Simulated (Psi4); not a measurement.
# CH2FNOSi (SMILES O=C=N[SiH2]F) at CCSD(T)/cc-pVDZ

Aim: the energy change on altering one bond length of CH2FNOSi at CCSD(T)/cc-pVDZ, from 2 runs. 

Program for the calculation: Psi4 1.11.

2 further runs of the same task are left out: 2 set aside as unsound or not needed.

## (1) The system as given

CH2FNOSi has 7 atoms, charge 0, and is taken as a singlet. SMILES: `O=C=N[SiH2]F`. The shape is that of a PBE0-D4/def2-TZVP optimisation. This is one conformer, not always the lowest.

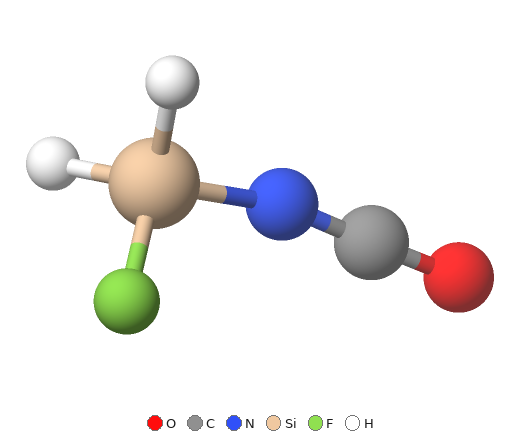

The structure, seen from a chosen angle (oxygen red, carbon grey, nitrogen blue, silicon light orange, fluorine green, hydrogen white).

## (2) A single-point energy at CCSD(T)/cc-pVDZ

run.py reads:

```python
import psi4

psi4.set_memory('2200 MB')
psi4.set_num_threads(1)
psi4.set_output_file('run.log', False)

mol = psi4.geometry("""
O     -0.573800    -2.908000    -0.552000
C     -0.306900    -1.816900    -0.256100
N     -0.019000    -0.706200     0.076100
Si     0.212100     0.968300     0.188900
F     -0.420200     1.671000    -1.091000
H     -0.490300     1.470300     1.384800
H      1.659300     1.253600     0.203700
units angstrom
symmetry c1
""")

options = {'basis': 'cc-pVDZ', 'puream': True, 'e_convergence': 1e-09, 'd_convergence': 1e-08, 'scf_type': 'pk', 'num_frozen_docc': 9}
psi4.set_options(options)

energy_value = psi4.energy('ccsd(t)')
print(f'total energy {energy_value:.8f} hartree = {energy_value * 27.211386:.5f} eV')
for k, v in sorted(psi4.core.scalar_variables().items()):
    print(f'{k:45s} {v:18.10f}')
```

Launch:

```console
$ python run.py
```

run.log, cut to the lines that bear on the results:

```text
[...]
  Running in c1 symmetry.
[...]
  Nuclear repulsion =  204.922898825379804
[...]
  Multiplicity = 1
[...]
  Nalpha       = 23
  Nbeta        = 23
[...]
    Number of basis functions: 84
[...]
   @RHF iter   1:  -556.73002327788367   -9.62406e-01   6.12054e-03 DIIS/ADIIS
[...]
   @RHF iter  12:  -556.83380828571853   -7.95808e-12   7.42673e-09 DIIS
[...]
    Orbital Energies [Eh]
    ---------------------
    Doubly Occupied:
       1A    -68.877613     2A    -26.299999     3A    -20.624332
       4A    -15.592339     5A    -11.430737     6A     -6.217618
       7A     -4.326185     8A     -4.324386     9A     -4.322968
      10A     -1.603411    11A     -1.480337    12A     -1.268176
      13A     -0.862818    14A     -0.746218    15A     -0.721338
      16A     -0.681847    17A     -0.681445    18A     -0.658914
      19A     -0.652967    20A     -0.588933    21A     -0.524211
      22A     -0.467974    23A     -0.447376
[...]
  @RHF Final Energy:  -556.83380828571853
   => Energetics <=
    Nuclear Repulsion Energy =            204.9228988253798036
    One-Electron Energy =               -1176.7091278646398678
    Two-Electron Energy =                 414.9524207535415599
    Total Energy =                       -556.8338082857185327
[...]
 Multipole Moments:
 ------------------------------------------------------------------------------------
     Multipole            Electronic (a.u.)      Nuclear  (a.u.)        Total (a.u.)
 ------------------------------------------------------------------------------------
 L = 1.  Multiply by 2.5417464519 to convert [e a0] to [Debye]
 Dipole X            :         -1.2872384            1.6411834            0.3539450
 Dipole Y            :         -0.7408500            1.1609442            0.4200941
 Dipole Z            :         -2.2099846            2.7787097            0.5687251
 Magnitude           :                                                    0.7906987
[...]
      * MP2 total energy                      = -557.569303605400250
[...]
      * CCSD total energy                     = -557.585550911040741
[...]
      * CCSD(T) total energy                  = -557.609099026727336
```

Standard output:

```text
total energy -557.60909903 hartree = -15173.31643 eV
(T) CORRECTION ENERGY                              -0.0235481157
CC D1 DIAGNOSTIC                                    0.0469840358
CC D2 DIAGNOSTIC                                    0.1513542487
CC NEW D1 DIAGNOSTIC                                0.0469840358
CC T1 DIAGNOSTIC                                    0.0156737169
CCSD CORRELATION ENERGY                            -0.7517426253
CCSD DOUBLES ENERGY                                -0.7517426253
CCSD ITERATIONS                                    17.0000000000
CCSD OPPOSITE-SPIN CORRELATION ENERGY              -0.5807795840
CCSD SAME-SPIN CORRELATION ENERGY                  -0.1709630413
CCSD SINGLES ENERGY                                 0.0000000000
CCSD TOTAL ENERGY                                -557.5855509110
CCSD(T) CORRELATION ENERGY                         -0.7752907410
CCSD(T) TOTAL ENERGY                             -557.6090990267
CURRENT CORRELATION ENERGY                         -0.7752907410
CURRENT ENERGY                                   -557.6090990267
CURRENT REFERENCE ENERGY                         -556.8338082857
DD SOLVATION ENERGY                                 0.0000000000
HF KINETIC ENERGY                                 556.6065507129
HF POTENTIAL ENERGY                             -1113.4403589986
HF TOTAL ENERGY                                  -556.8338082857
HF VIRIAL RATIO                                     2.0004082912
MP2 CORRELATION ENERGY                             -0.7354953197
MP2 DOUBLES ENERGY                                 -0.7354953197
MP2 OPPOSITE-SPIN CORRELATION ENERGY               -0.5396952084
MP2 SAME-SPIN CORRELATION ENERGY                   -0.1958001113
MP2 SINGLES ENERGY                                 -0.0000000000
MP2 TOTAL ENERGY                                 -557.5693036054
NUCLEAR REPULSION ENERGY                          204.9228988254
ONE-ELECTRON ENERGY                             -1176.7091278646
PCM POLARIZATION ENERGY                             0.0000000000
PE ENERGY                                           0.0000000000
SCF ITERATION ENERGY                             -556.8338082857
SCF ITERATIONS                                     12.0000000000
SCF TOTAL ENERGY                                 -556.8338082857
TWO-ELECTRON ENERGY                               414.9524207535
```

Wall time 25 s (1 thread of Intel Xeon 6975P-C (Granite Rapids), shared host); peak memory 0.47 GiB.

## (3) The distorted shape, same level

job.in reads:

```
memory 2200 MB

molecule molecule1 {
  O     -0.707253    -3.453564    -0.699954
  C     -0.306900    -1.816900    -0.256100
  N     -0.019000    -0.706200     0.076100
  Si     0.212100     0.968300     0.188900
  F     -0.420200     1.671000    -1.091000
  H     -0.490300     1.470300     1.384800
  H      1.659300     1.253600     0.203700
  symmetry c1
  no_reorient
  no_com
}

set globals {
  basis cc-pVDZ
  puream true
  e_convergence 1e-09
  d_convergence 1e-08
  scf_type pk
  num_frozen_docc 9
}

e, wfn = energy("ccsd(t)", return_wfn=True)
```

Launch:

```console
$ psi4 job.in job.out -n 1
```

job.out, cut to the lines that bear on the results:

```text
[...]
  Running in c1 symmetry.
[...]
  Nuclear repulsion =  192.249728400742271
[...]
  Multiplicity = 1
[...]
  Nalpha       = 23
  Nbeta        = 23
[...]
    Number of basis functions: 84
[...]
   @RHF iter   1:  -556.34941898478689   -1.44905e+00   8.39551e-03 ADIIS/DIIS
[...]
   @RHF iter  16:  -556.64506132851295   -4.20641e-12   6.83108e-09 DIIS
[...]
    Orbital Energies [Eh]
    ---------------------
    Doubly Occupied:
       1A    -68.904640     2A    -26.323156     3A    -20.598237
       4A    -15.649365     5A    -11.423416     6A     -6.246148
       7A     -4.354570     8A     -4.352906     9A     -4.351138
      10A     -1.625630    11A     -1.314975    12A     -1.201274
      13A     -0.906585    14A     -0.761173    15A     -0.702271
      16A     -0.699777    17A     -0.623452    18A     -0.596578
      19A     -0.581451    20A     -0.569106    21A     -0.515390
      22A     -0.467415    23A     -0.464630
[...]
  @RHF Final Energy:  -556.64506132851295
   => Energetics <=
    Nuclear Repulsion Energy =            192.2497284007422707
    One-Electron Energy =               -1151.3230066104549678
    Two-Electron Energy =                 402.4282168811997735
    Total Energy =                       -556.6450613285129521
[...]
 Multipole Moments:
 ------------------------------------------------------------------------------------
     Multipole            Electronic (a.u.)      Nuclear  (a.u.)        Total (a.u.)
 ------------------------------------------------------------------------------------
 L = 1.  Multiply by 2.5417464519 to convert [e a0] to [Debye]
 Dipole X            :         14.3566590          -13.7493147            0.6073443
 Dipole Y            :         24.4582353          -22.9681320            1.4901034
 Dipole Z            :         23.8769359          -23.0346881            0.8422478
 Magnitude           :                                                    1.8162204
[...]
      * MP2 total energy                      = -557.365974893844054
[...]
      * CCSD total energy                     = -557.408997377542960
[...]
      * CCSD(T) total energy                  = -557.437922712314844
[...]
```

It took 29 s on 1 thread of Intel Xeon 6975P-C (Granite Rapids), shared host; peak memory 0.46 GiB.

## (4) Outcome

At CCSD(T)/cc-pVDZ, 9 core orbitals frozen:

```
                                                         quantity          value
                                        first shape: total energy  -557.60910 Eh
                 first shape: HOMO energy (Hartree–Fock orbitals)      -12.17 eV
                 first shape: LUMO energy (Hartree–Fock orbitals)        3.72 eV
               first shape: HOMO–LUMO gap (Hartree–Fock orbitals)       15.89 eV
         first shape: correlation energy (9 core orbitals frozen)     -775.3 mEh
                                      first shape: (T) correction     -23.55 mEh
                                       first shape: T1 diagnostic          0.016
                                    distorted shape: total energy  -557.43792 Eh
             distorted shape: HOMO energy (Hartree–Fock orbitals)      -12.64 eV
             distorted shape: LUMO energy (Hartree–Fock orbitals)        2.29 eV
           distorted shape: HOMO–LUMO gap (Hartree–Fock orbitals)       14.94 eV
     distorted shape: correlation energy (9 core orbitals frozen)     -792.9 mEh
                                  distorted shape: (T) correction     -28.93 mEh
                                   distorted shape: T1 diagnostic          0.037
energy change with the O1–C2 bond stretched from 1.162 to 1.742 Å       4.658 eV
```

In words: With the O1–C2 bond stretched from 1.162 to 1.742 Å the energy rises by 4.66 eV (107 kcal/mol). The first shape isn't relaxed at this level, so the change isn't measured from a minimum. The triples (first shape) make up 3.0 % of the correlation energy. The T1 diagnostic (distorted shape) of 0.037 is above the customary mark for such species, so a single reference may not serve. The triples (distorted shape) make up 3.6 % of the correlation energy.
